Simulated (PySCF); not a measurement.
```yaml
atoms:
  - { symbol: C, position_ang: [-2.6148, -0.1540, 0.2293] }
  - { symbol: C, position_ang: [-1.2948, -0.7364, -0.2536] }
  - { symbol: F, position_ang: [-1.0694, -1.9254, 0.4297] }
  - { symbol: C, position_ang: [-0.1021, 0.1901, -0.0130] }
  - { symbol: B, position_ang: [1.3056, -0.3325, -0.4860] }
  - { symbol: Si, position_ang: [2.9212, 0.6180, 0.0688] }
  - { symbol: F, position_ang: [2.4857, 1.9312, 0.9279] }
  - { symbol: H, position_ang: [-2.8545, 0.7421, -0.3363] }
  - { symbol: H, position_ang: [-2.5473, 0.0977, 1.2854] }
  - { symbol: H, position_ang: [-3.4139, -0.8796, 0.0970] }
  - { symbol: H, position_ang: [-1.3606, -1.0213, -1.3121] }
  - { symbol: H, position_ang: [-0.0811, 0.4475, 1.0513] }
  - { symbol: H, position_ang: [-0.3042, 1.1386, -0.5229] }
  - { symbol: H, position_ang: [1.3519, -1.2718, -1.1860] }
  - { symbol: H, position_ang: [3.8318, -0.0568, 0.9977] }
  - { symbol: H, position_ang: [3.7389, 1.2216, -0.9886] }
```

Geometry: GFN2-xTB.

Level of theory: PBE0/pcSseg-1, SCF density, gas phase, non-relativistic in PySCF.

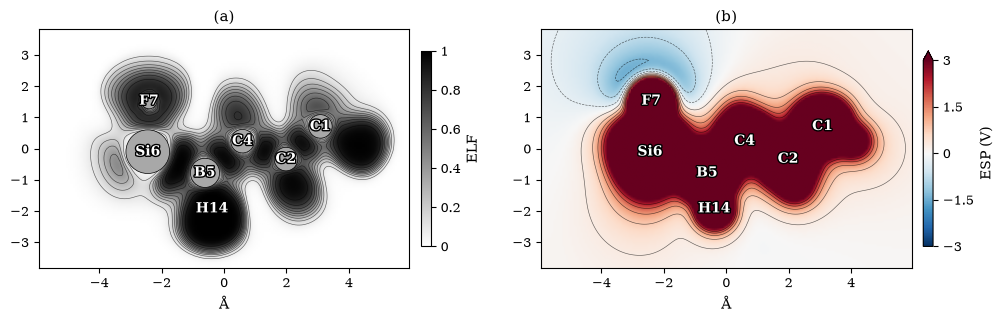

C₃H₉BF₂Si (SMILES C[C@H](F)CB[SiH2]F). (a) ELF; (b) electrostatic potential on the plane of atoms Si6, B5 and H14. Grey discs cover the atomic cores in the ELF map.

> What does the map show?

The plane passes through C, B, Si, F and H nuclei. C–C (1.52 Å): the ELF peaks at about 0.95 between the atoms; a shared electron pair. C–B (1.57 Å): the ELF peaks at about 0.95 between the atoms (a shared electron pair). Si–F (1.63 Å): the ELF peaks at about 0.85 in the valence shell of F, 0.5 Å from its nucleus, and is about 0.55 at the midpoint. Si–B (1.95 Å): the ELF peaks at about 1 between the atoms: localised, covalent bonding. B–H (1.17 Å): the ELF climbs to about 1 towards the hydrogen, as it does in any bond to H (a covalent bond by its length). The ELF also peaks beside F7, away from the bonds: lone-pair regions. Outside the dense part of the molecule the potential is most negative (−1.5 V) near F7.
